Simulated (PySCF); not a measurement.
# Two runs on C$_{5}$H$_{6}$F$_{2}$

System: C$_{5}$H$_{6}$F$_{2}$.
Method of run 1: GIAO PBE0/6-31G* NMR shielding, non-relativistic, gas phase (PySCF 2.14.0).

The geometry comes from this level: PBE0-D3(BJ)/def2-SVP. Text and figures count atoms from 1; the logs count them from 0 in places.

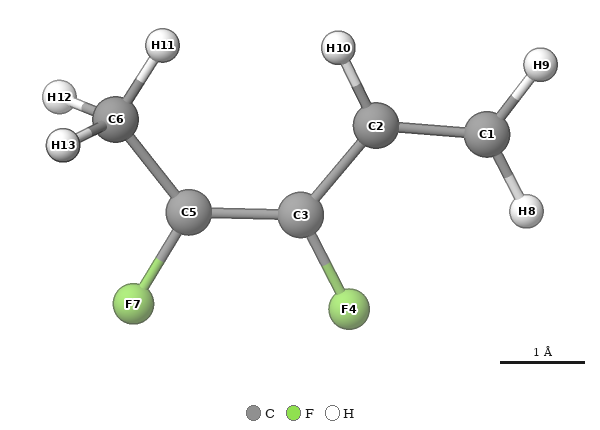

The structure as given in the input (ball-and-stick view, seen at a tilt; atoms are numbered from 1 in the order of the input).

**The input, run 1**
```
{"job": {"kind": "nmr", "xc": "PBE0", "basis": "6-31G*", "pop": true}, "charge": 0, "multiplicity": 1}
C     -2.350221     0.471466     0.800283
C     -1.066835     0.114256     0.656964
C     -0.303720     0.349281    -0.550957
F     -0.967488     0.956320    -1.539904
C      0.985001     0.022156    -0.767768
C      1.933736    -0.649354     0.149705
F      1.517243     0.325052    -1.953928
H     -2.892579     0.967379    -0.007636
H     -2.885468     0.275430     1.731088
H     -0.543359    -0.380824     1.478283
H      1.480870    -0.883942     1.119316
H      2.298040    -1.585666    -0.303281
H      2.811765    -0.005431     0.320347
```

The first line tells a small driver script what to run in PySCF; the rest is the geometry in Å.

Command:
```bash
OMP_NUM_THREADS=1 python <driver script> task.json out
```

Hardware: 1 CPU thread, shared host.

**Output (run 1)**
```
coarse grid: 11328 points
cycle   1  E = -393.2930108716  dE =  9.207e-01  |g| = 6.514e-01  |ddm| = 3.413e+00
cycle   2  E = -393.2055696339  dE =  8.744e-02  |g| = 9.545e-01  |ddm| = 1.239e+00
cycle   3  E = -393.3704052920  dE = -1.648e-01  |g| = 1.261e-01  |ddm| = 8.243e-01
cycle   4  E = -393.3740263639  dE = -3.621e-03  |g| = 4.759e-02  |ddm| = 1.624e-01
cycle   5  E = -393.3745615665  dE = -5.352e-04  |g| = 1.597e-02  |ddm| = 5.354e-02
cycle   6  E = -393.3746237450  dE = -6.218e-05  |g| = 3.579e-03  |ddm| = 1.752e-02
cycle   7  E = -393.3746266534  dE = -2.908e-06  |g| = 1.083e-03  |ddm| = 4.205e-03
final grid: 111480 points
cycle   8  E = -393.3431014438  dE = -2.541e-05  |g| = 8.931e-03  |ddm| = 2.377e-02
cycle   9  E = -393.3430882663  dE =  1.318e-05  |g| = 1.255e-02  |ddm| = 1.810e-02
cycle  10  E = -393.3431192372  dE = -3.097e-05  |g| = 1.339e-03  |ddm| = 1.069e-02
cycle  11  E = -393.3431196135  dE = -3.763e-07  |g| = 2.627e-04  |ddm| = 1.240e-03
cycle  12  E = -393.3431196281  dE = -1.456e-08  |g| = 1.198e-04  |ddm| = 3.523e-04
cycle  13  E = -393.3431196316  dE = -3.464e-09  |g| = 2.791e-05  |ddm| = 1.260e-04
cycle  14  E = -393.3431196317  dE = -1.687e-10  |g| = 1.050e-05  |ddm| = 3.255e-05
converged SCF energy = -393.3431196317

GIAO shielding tensors (ppm)
atom      isotropic    diamagn.    paramagn.     s11        s22        s33       span
  0 C       83.236     256.407    -173.172    -14.212     81.896    182.024    196.236
  1 C       74.584     260.319    -185.735    -29.874     87.644    165.982    195.856
  2 C       55.700     248.125    -192.425     -3.660     68.928    101.832    105.492
  3 F      351.571     471.318    -119.747    284.526    306.861    463.325    178.799
  4 C       53.149     249.826    -196.677     -3.430     68.910     93.966     97.395
  5 C      179.850     252.729     -72.879    172.512    172.765    194.272     21.760
  6 F      319.869     469.055    -149.186    249.317    278.481    431.810    182.493
  7 H       26.438      30.430      -3.992     23.837     24.746     30.730      6.892
  8 H       26.859      29.073      -2.214     24.495     25.978     30.104      5.609
  9 H       25.946      32.592      -6.646     23.389     23.942     30.508      7.118
 10 H       30.332      31.267      -0.935     25.646     30.462     34.888      9.242
 11 H       30.090      28.794       1.297     26.420     28.027     35.824      9.405
 12 H       30.095      28.725       1.371     26.424     28.043     35.818      9.394
```

Run 2 used a changed input.

**The two runs side by side**

```tsv
quantity	run 1	run 2
outcome	converged	converged
total energy (hartree)	−393.343120	−393.477058
HOMO (eV)	−6.15	−6.56
LUMO (eV)	−0.49	−0.97
dipole moment (D)	2.46	2.79
shielding of C1 (ppm)	83.2	69.3
shielding of C2 (ppm)	74.6	56.5
shielding of C3 (ppm)	55.7	37.7
shielding of F4 (ppm)	351.6	334.1
shielding of C5 (ppm)	53.1	35.2
shielding of C6 (ppm)	179.8	172.6
shielding of F7 (ppm)	319.9	300.8
SCF iterations	14	14
basis functions	110	225
wall time (shared host)	9 s	26 s
```

Which change of the input explains these differences?

The change (lines with − go, lines with + come):
```diff
-"basis": "6-31G*"
+"basis": "6-311+G(2d,p)"
```

The total energy of run 2 is 84.0 kcal/mol lower, which measures the change of basis and not a stability. The HOMO goes from −6.15 to −6.56 eV. The LUMO goes from −0.49 to −0.97 eV. The dipole moment goes from 2.46 to 2.79 D. Of all shieldings, the largest change is that of F7, by −19.1 ppm. Diffuse functions give room to the loosely bound empty orbitals, which lowers the LUMO. The number of SCF iterations is the same. The basis functions go from 110 to 225.

**Output (run 2)**
```
coarse grid: 11328 points
cycle   1  E = -393.3985957447  dE =  9.243e-01  |g| = 6.323e-01  |ddm| = 4.362e+00
cycle   2  E = -393.3125332627  dE =  8.606e-02  |g| = 9.519e-01  |ddm| = 2.700e+00
cycle   3  E = -393.4679167740  dE = -1.554e-01  |g| = 1.243e-01  |ddm| = 1.424e+00
cycle   4  E = -393.4709747406  dE = -3.058e-03  |g| = 5.385e-02  |ddm| = 1.787e-01
cycle   5  E = -393.4716451947  dE = -6.705e-04  |g| = 1.641e-02  |ddm| = 6.013e-02
cycle   6  E = -393.4717016587  dE = -5.646e-05  |g| = 4.875e-03  |ddm| = 2.561e-02
cycle   7  E = -393.4717068565  dE = -5.198e-06  |g| = 1.106e-03  |ddm| = 1.191e-02
final grid: 111480 points
cycle   8  E = -393.4770463244  dE = -5.857e-05  |g| = 6.933e-03  |ddm| = 1.824e-01
cycle   9  E = -393.4770406288  dE =  5.696e-06  |g| = 8.945e-03  |ddm| = 1.782e-02
cycle  10  E = -393.4770573813  dE = -1.675e-05  |g| = 1.473e-03  |ddm| = 1.394e-02
cycle  11  E = -393.4770577427  dE = -3.614e-07  |g| = 2.911e-04  |ddm| = 2.563e-03
cycle  12  E = -393.4770577575  dE = -1.478e-08  |g| = 1.283e-04  |ddm| = 3.605e-04
cycle  13  E = -393.4770577612  dE = -3.738e-09  |g| = 2.784e-05  |ddm| = 1.445e-04
cycle  14  E = -393.4770577614  dE = -1.571e-10  |g| = 9.390e-06  |ddm| = 4.355e-05
converged SCF energy = -393.4770577614

GIAO shielding tensors (ppm)
atom      isotropic    diamagn.    paramagn.     s11        s22        s33       span
  0 C       69.347     260.077    -190.730    -38.434     68.397    178.078    216.512
  1 C       56.467     250.416    -193.949    -60.037     72.061    157.376    217.413
  2 C       37.665     249.072    -211.407    -26.779     51.789     87.985    114.764
  3 F      334.072     493.177    -159.105    266.202    279.041    456.974    190.772
  4 C       35.200     253.899    -218.699    -25.560     50.499     80.661    106.222
  5 C      172.586     241.277     -68.691    163.992    165.671    188.094     24.103
  6 F      300.810     478.753    -177.943    228.040    261.946    412.443    184.403
  7 H       25.740      31.238      -5.498     22.940     24.260     30.020      7.079
  8 H       26.253      30.305      -4.052     23.958     25.368     29.433      5.475
  9 H       25.065      31.671      -6.605     22.415     22.614     30.167      7.752
 10 H       29.582      30.913      -1.331     24.764     29.670     34.312      9.548
 11 H       29.610      28.279       1.332     26.076     27.263     35.492      9.416
 12 H       29.615      28.225       1.390     26.079     27.277     35.488      9.410
```
